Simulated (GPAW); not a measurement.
# Core-hole calculation of the Se K edge in CuSe (P4/nmm), part 3 of 3

Aim: the near-edge shape at the Se K edge of CuSe (P4/nmm), and what the core hole does to it.

GPAW 26.7.0; X-ray absorption from dipole matrix elements to empty bands, plane-wave PAW LDA.

So far. Step 5 (Spectrum with XCH, Se atom 1): Main maxima below 30 eV (height): 0.4 eV (0.41), 4.8 eV (1.76), 10.2 eV (1.35) and 18.8 eV (1.05).  Step 7 (Spectrum with XCH, Se atom 1): Against the first run the r.m.s. difference is 4 %. The highest intensity below 24 eV goes from 4.8 eV (1.76) to 5.0 eV (1.69).

## (8) Reference energy of the supercell

Level of this step: plane-wave PAW DFT, LDA, self-consistent field (GPAW).

The cell and mesh change for the next run, so it gets a reference energy of its own.

Contents of scf.py:

```python
import numpy as np
from ase import Atoms
from ase.parallel import parprint, paropen
from gpaw import GPAW, PW, FermiDirac, Mixer, MixerDif, setup_paths
from gpaw.test import gen
setup_paths.insert(0, '.')
gen('Se', name='nch1s', xcname='LDA', corehole=(1, 0, 0), write_xml=True)
from gpaw.mpi import world
world.barrier()

atoms = Atoms('Se8Cu8',
    cell=[[0, 7.5491599, 0],
     [-7.5491599, 0, 0],
     [3.77457995, 3.77457995, 5.43834287]],
    scaled_positions=[[0.11149821, 0.13850179, 0.27700358],
     [0.11149821, 0.63850179, 0.27700358],
     [0.61149821, 0.13850179, 0.27700358],
     [0.61149821, 0.63850179, 0.27700358],
     [0.63850179, 0.11149821, 0.72299642],
     [0.63850179, 0.61149821, 0.72299642],
     [0.13850179, 0.11149821, 0.72299642],
     [0.13850179, 0.61149821, 0.72299642],
     [0.25, 0.75, 0],
     [0.25, 0.25, 0],
     [0.75, 0.75, 0],
     [0.75, 0.25, 0],
     [0, 0, 0],
     [0, 0.5, 0],
     [0.5, 0, 0],
     [0.5, 0.5, 0]],
    pbc=True)
atoms.calc = calc = GPAW(legacy_gpaw=True, mode=PW(430), xc='LDA', setups={0: 'nch1s'},
    kpts={'size': (1, 1, 1), 'gamma': True}, occupations=FermiDirac(0.1),
    charge=0, mixer=Mixer(0.1, 5, 50), maxiter=150,
    convergence={'density': 0.0001}, txt='scf.txt')
energy = atoms.get_potential_energy() + calc.get_reference_energy()
ef = calc.get_fermi_level()
out = dict(energy=energy, fermi=ef, forces=atoms.get_forces().tolist())
parprint(f'all-electron energy {energy:.4f} eV, Fermi level {ef:.4f} eV')
ev = np.array([[calc.get_eigenvalues(k, s) for k in range(len(calc.get_ibz_k_points()))] for s in range(calc.get_number_of_spins())])
out['homo'], out['lumo'], out['counts'] = ev[ev < ef].max(), ev[ev > ef].min(), sorted(set((ev < ef).sum((0, 2)).tolist()))
out['filled'] = (ev[:, 0] < ef).sum(1).tolist()
import json
with paropen('out.json', 'w') as f:
    json.dump(out, f)
```

The run is started by

```bash
$ OMP_NUM_THREADS=1 mpirun -n 4 gpaw python scf.py
```

Numbers of over 12 decimals in the logs are rounded to 6 here.

What it wrote:

```text
Input parameters:
  convergence: {density: 0.0001}
  kpts: {gamma: True,
         size: (1, 1, 1)}
  maxiter: 150
  mixer: {backend: pulay,
          beta: 0.1,
          method: separate,
          nmaxold: 5,
          weight: 50}
  mode: {ecut: 430.0,
         name: pw}
  occupations: {fixmagmom: False,
                name: fermi-dirac,
                width: 0.1}
  setups: {0: nch1s}

Initialize ...

[...]
4s(2) :    -0.642093     1.095786
*s    :     0.357907
4p(4) :    -0.244602     1.027373
*p    :     0.755398
*d    :     0.000000
--------------------------------

Diagonalizing with gridspacing h=0.050

state   all-electron     PAW
-------------------------------
4s:      -0.642093    -0.642657
4p:      -0.244602    -0.244988
*d:                    0.040490
*f:                    0.073581
-------------------------------
all-electron energy -887808.7249 eV, Fermi level 5.5653 eV
[key lines of the parts left out:]
Converged after 16 iterations.
Dipole moment: (23.463512, -23.463512, 0.000000) |e|*Ang
Free energy:    -62.986036
Fermi level: 5.56527
```

The job ended after 12 s (4 MPI ranks of Arm Neoverse N1, shared host; peak memory 0.22 GiB).

The run finished; it serves as a test, and its numbers are not taken as the result.

## (9) Spectrum with XCH, Se atom 1

This attempt departs from the first core-hole run: k mesh of the field to 1×1×1.

Contents of xas.py:

```python
import numpy as np
from ase import Atoms
from ase.parallel import parprint, paropen
from gpaw import GPAW, PW, FermiDirac, Mixer, MixerDif, setup_paths
from gpaw.test import gen
setup_paths.insert(0, '.')
gen('Se', name='fch1s', xcname='LDA', corehole=(1, 0, 1), write_xml=True)
from gpaw.mpi import world
world.barrier()

atoms = Atoms('Se8Cu8',
    cell=[[0, 7.5491599, 0],
     [-7.5491599, 0, 0],
     [3.77457995, 3.77457995, 5.43834287]],
    scaled_positions=[[0.11149821, 0.13850179, 0.27700358],
     [0.11149821, 0.63850179, 0.27700358],
     [0.61149821, 0.13850179, 0.27700358],
     [0.61149821, 0.63850179, 0.27700358],
     [0.63850179, 0.11149821, 0.72299642],
     [0.63850179, 0.61149821, 0.72299642],
     [0.13850179, 0.11149821, 0.72299642],
     [0.13850179, 0.61149821, 0.72299642],
     [0.25, 0.75, 0],
     [0.25, 0.25, 0],
     [0.75, 0.75, 0],
     [0.75, 0.25, 0],
     [0, 0, 0],
     [0, 0.5, 0],
     [0.5, 0, 0],
     [0.5, 0.5, 0]],
    pbc=True)
atoms.calc = calc = GPAW(legacy_gpaw=True, mode=PW(430), xc='LDA', setups={0: 'fch1s'},
    kpts={'size': (1, 1, 1), 'gamma': True}, occupations=FermiDirac(0.1),
    charge=-1, mixer=Mixer(0.1, 5, 50), maxiter=150,
    convergence={'density': 0.0001}, txt='scf.txt')
energy = atoms.get_potential_energy() + calc.get_reference_energy()
ef = calc.get_fermi_level()
out = dict(energy=energy, fermi=ef, forces=atoms.get_forces().tolist())
parprint(f'all-electron energy {energy:.4f} eV, Fermi level {ef:.4f} eV')
ev = np.array([[calc.get_eigenvalues(k, s) for k in range(len(calc.get_ibz_k_points()))] for s in range(calc.get_number_of_spins())])
out['homo'], out['lumo'], out['counts'] = ev[ev < ef].max(), ev[ev > ef].min(), sorted(set((ev < ef).sum((0, 2)).tolist()))
out['filled'] = (ev[:, 0] < ef).sum(1).tolist()

from ase.units import Ha
from gpaw.xas import dipole_matrix_elements
nb = int(calc.get_number_of_electrons() / 2) + 187
top, nb = nb, nb + 8 + nb // 12
nscf = calc.fixed_density(kpts={'size': (3, 3, 3), 'gamma': True}, nbands=nb,
    convergence={'bands': top, 'eigenstates': 1e-5}, maxiter=60, txt='nscf.txt')
cell = atoms.cell.array
ops = [cell.T @ U.T @ np.linalg.inv(cell.T) for U in nscf.wfs.kd.symmetry.op_scc]
E = np.arange(-6, 34, 0.1)
fwhm = np.interp(E, [4, 25], [2.33, 3.5])
Y, X, zero, highest = 0, 0, 1e9, 1e9
for spin in range(nscf.get_number_of_spins()):
    wfs = nscf.wfs
    A = dipole_matrix_elements(wfs.setups[0])
    eps = np.zeros((wfs.kd.nibzkpts, nb))
    d = np.zeros((3, A.shape[1], wfs.kd.nibzkpts, nb), complex)
    for kpt in wfs.kpt_u:
        if kpt.s == spin and 0 in kpt.P_ani:
            eps[kpt.k] = kpt.eps_n * Ha
            d[:, :, kpt.k] = (kpt.weight * wfs.nspins / 2) ** 0.5 * np.inner(A, kpt.P_ani[0])
    world.sum(eps)
    world.sum(d)
    T = np.einsum('amkn,bmkn->abkn', d, d.conj()).real
    T = sum(np.einsum('ai,ijkn,bj->abkn', R, T, R) for R in ops) / len(ops)
    empty = eps > ef
    zero, highest = min(zero, eps[empty].min()), min(highest, eps[:, top - 1].min())
    lines = [(eps, T, empty)] if spin == 0 else lines + [(eps, T, empty)]
for eps, T, empty in lines:
    f = np.einsum('aakn->akn', T).reshape(3, -1)
    x = eps.ravel() - zero
    w = np.interp(x, E, fwhm) / 2.35482
    g = np.exp(-0.5 * ((E[:, None] - x) / w) ** 2) / (w * (2 * np.pi) ** 0.5)
    Y = Y + (f * empty.ravel()) @ g.T
    X = X + (f * ~empty.ravel()) @ g.T
out.update(E=E.round(2).tolist(), xas=Y.tolist(), xes=X.tolist(), zero=zero, valid=highest - zero, nk=len(eps), nb=nb)
for i in range(0, len(E), 10):
    parprint(f'{E[i]:7.2f}', *(f'{v:10.3e}' for v in Y[:, i]))
import json
with paropen('out.json', 'w') as f:
    json.dump(out, f)
```

The run is started by

```bash
$ OMP_NUM_THREADS=1 mpirun -n 4 gpaw python xas.py
```

What it wrote:

```text
Input parameters:
  charge: -1
  convergence: {density: 0.0001}
  kpts: {gamma: True,
         size: (1, 1, 1)}
  maxiter: 150
  mixer: {backend: pulay,
          beta: 0.1,
          method: separate,
          nmaxold: 5,
          weight: 50}
  mode: {ecut: 430.0,
         name: pw}
  occupations: {fixmagmom: False,
                name: fermi-dirac,
                width: 0.1}
  setups: {0: fch1s}

Initialize ...

[...]
4s:      -1.105925    -1.106630
4p:      -0.649487    -0.650084
*d:                   -0.134651
*f:                   -0.017877
-------------------------------
all-electron energy -875138.8093 eV, Fermi level 5.5924 eV
  -6.00  1.698e-16  1.698e-16  5.359e-17
  -5.00  4.930e-14  4.930e-14  1.651e-14
  -4.00  5.218e-12  5.218e-12  1.842e-12
  -3.00  2.020e-10  2.020e-10  7.439e-11
[...]
32.00  1.059e-07  1.059e-07  9.911e-08
  33.00  9.308e-08  9.308e-08  8.069e-08
[key lines of the parts left out:]
Converged after 18 iterations.
Dipole moment: (23.338560, -23.837496, -0.135525) |e|*Ang
Free energy:    -74.160176
Fermi level: 5.59238
```

Elapsed: 5.6 min, on 4 MPI ranks; peak memory 0.39 GiB; 23 min of CPU time.

The run finished. A setting was moved off its sound value on purpose, so it serves as a test and not as the result.

The fault put into the input: the field is made at the zone centre alone.

This run also has another mesh (3×3×3 against 4×4×4), so the 13 % r.m.s. difference can't be laid on the changed setting alone. The highest intensity below 24 eV goes from 4.8 eV (1.76) to 4.6 eV (1.80).

```
E (eV)  first run  this run
  -2.0       0.03      0.03
  -0.5       0.29      0.21
   1.0       0.36      0.24
   2.5       0.41      0.60
   4.0       1.46      1.68
   5.5       1.62      1.44
   7.0       1.02      0.89
   8.5       1.03      1.19
  10.0       1.34      1.27
  11.5       1.24      1.11
  13.0       0.98      0.98
  14.5       0.79      0.80
  16.0       0.80      0.73
  17.5       0.97      0.94
  19.0       1.05      1.20
  20.5       1.01      0.96
  22.0       0.93      0.70
  23.5       0.81      0.85
  25.0       0.84      1.00
  26.5       0.93      0.87
  28.0       0.92      0.80
  29.5       0.98      0.98
  31.0       1.12      1.18
```

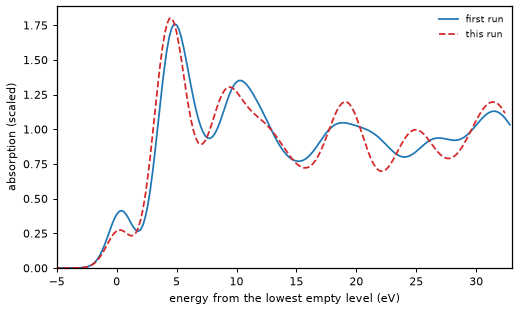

This run beside the first core-hole run.

## (10) What the core hole does

Both curves are counted from their own zero, so only the shift of weight within the empty states shows.

```
E (eV)  no hole   XCH
  -2.0     0.09  0.03
  -1.0     0.53  0.17
   0.0     1.23  0.39
   1.0     1.12  0.36
   2.0     0.45  0.28
   3.0     0.35  0.69
   4.0     0.90  1.46
   5.0     1.52  1.75
   6.0     1.61  1.40
   7.0     1.25  1.02
   8.0     0.95  0.95
   9.0     0.99  1.15
  10.0     1.18  1.34
  11.0     1.24  1.30
  12.0     1.19  1.16
  13.0     1.08  0.98
  14.0     0.94  0.83
  15.0     0.83  0.77
  16.0     0.78  0.80
  17.0     0.77  0.92
  18.0     0.82  1.02
  19.0     0.92  1.05
  20.0     1.02  1.02
  21.0     1.02  0.99
  22.0     0.90  0.93
  23.0     0.77  0.84
  24.0     0.74  0.80
  25.0     0.79  0.84
  26.0     0.85  0.91
  27.0     0.84  0.94
  28.0     0.79  0.92
  29.0     0.78  0.94
  30.0     0.84  1.03
  31.0     0.95  1.12
  32.0     1.04  1.11
```

With each curve scaled to its own mean, the area from −2 to 6 eV with the hole is 5.8 against 7.0, and the centre of weight from −1 to 20 eV moves by +0.8 eV (first and strongest maxima below 20 eV: 0.4 eV (1.32), 5.6 eV (1.64) and 10.8 eV (1.24) without the hole, 0.4 eV (0.41), 4.8 eV (1.76), 10.2 eV (1.35) and 18.8 eV (1.05) with it): the near-edge weight falls against the higher-lying part.

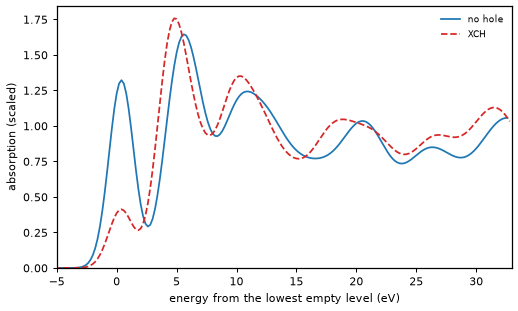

The Se K edge with and without the core hole, each from its own zero; the highest intensity below 24 eV lies at 4.8 eV with the hole.

## (11) What came out

```yaml
absorber_and_edge: Se K, atom 1 of the ground-state input (counted from 1)
surroundings: 4 Cu at 2.41 Å (4-fold, site symmetry 4mm)
highest_intensity_below_24_ev: 4.8 eV above the zero, height 1.76
```

The Se K edge of atom 1, with 4 Cu at 2.41 Å (4-fold, site symmetry 4mm), has its highest intensity of the first 24 eV at 4.8 eV above the zero, 1.8 times the mean level of the first 20 eV (Gaussian full width 2.33 eV up to 4 eV, rising linearly to 3.5 eV at 25 eV). With each curve scaled to its own mean, the area from −2 to 6 eV with the hole is 5.8 against 7.0, and the centre of weight from −1 to 20 eV moves by +0.8 eV (first and strongest maxima below 20 eV: 0.4 eV (1.32), 5.6 eV (1.64) and 10.8 eV (1.24) without the hole, 0.4 eV (0.41), 4.8 eV (1.76), 10.2 eV (1.35) and 18.8 eV (1.05) with it): the near-edge weight falls against the higher-lying part. Changing the supercell atoms from 16 to 8 alters the shape by 4 % r.m.s., so this setting is converged. At the Se K edge of atom 1 polarisation matters most near 3.6 eV, where the curves differ by 0.8 on this scale. 1 further run of this session is left out of this account as redundant. The script folds with a Gaussian, whereas the core hole's own line is a Lorentzian, so the onset is too steep and the first peak too high. The unit cell's mesh shows no gap over 0.35 eV. That is right for a metallic compound; for a small-gap or correlated insulator it would be the fault of the functional or of the assumed magnetic order, and the hole would be screened too well. The structure is a computed Materials Project entry and may be a hypothetical form.

[Banner, clock and machine lines of the logs are left out without a mark of their own.]

[Logs are printed without paths, hosts, clocks, repeated set-up lines and the standing remarks that a program may print on its own settings, such as how far it seeks lower states.]

[Hosts, paths, dates, database ids (printed as entryN), source tags and the programs' standing remarks are cut or masked in the printed files.]

[Lists of maxima count a maximum above −3 eV only where it reaches 4 % of the highest in the window and stands out from its surroundings by 2 % of it (1.5 % where it reaches 55 %); shoulders and weaker maxima are passed over, and of the rest the first, up to two pre-edge ones and the few strongest are named.]
